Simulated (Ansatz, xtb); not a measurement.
## Ligand exchange: C4H9F + NaSH → C4H10S + NaF

Species: C4H9F `CC(C)CF`, singlet; NaSH `[Na][SH]`, singlet; C4H10S (isobutyl mercaptan) `CC(C)CS`, singlet; NaF, singlet. The partners trade F for SH: C–F and Na–SH bonds give way to C–SH and Na–F.

Shapes, held fixed at every level: PBE0-D4/def2-TZVP. Flexible molecules stand in one conformer, not always the lowest. Programs: Ansatz 0.2.0, xtb 6.7.1. Electronic energies: no zero-point or thermal term.

```csv
level,kind,ΔE (kJ/mol),less CCSD(T)/def2-TZVPP,CPU time (sum over the molecules)
GFN1-xTB,semi-empirical,-83.9,-59.4,0.24 s
B3LYP-D4/def2-TZVPP,global hybrid,-25.3,-0.8,41 s
PBE0-D4/def2-TZVPP,global hybrid,-22.9,+1.6,24 s
wB97M-V/def2-TZVPP,range-separated hybrid,-22.5,+2.0,76 s
wB97X-V/def2-TZVPP,range-separated hybrid,-25.3,-0.8,54 s
B2PLYP/def2-TZVPP,double hybrid,-24.6,-0.1,54 s
MP2/def2-TZVPP,perturbation theory,-38.7,-14.2,–
CCSD(T)/def2-TZVPP,coupled cluster or CI,-24.5,0.0,22 min
```

The highest level, CCSD(T)/def2-TZVPP, gives ΔE = -24.5 kJ/mol; the levels span -83.9 to -22.5. GFN1-xTB strays far from the other rows. The column of differences is taken from that level and isn't an error. No measured value is set beside it here. Correlated rows may include outer-core shells of Na, which these sets cover unevenly. Times are processor times on shared x86 and Arm servers, and rough.

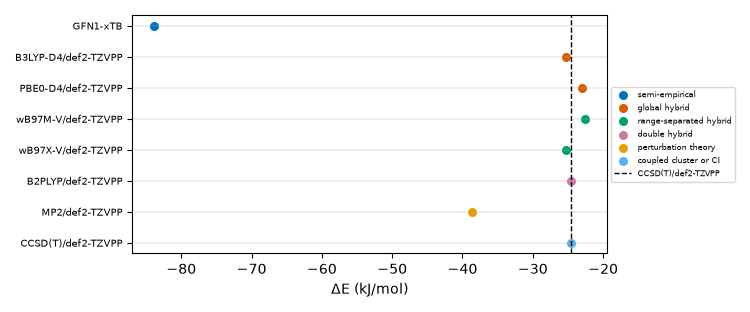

The values of the table, level by level.
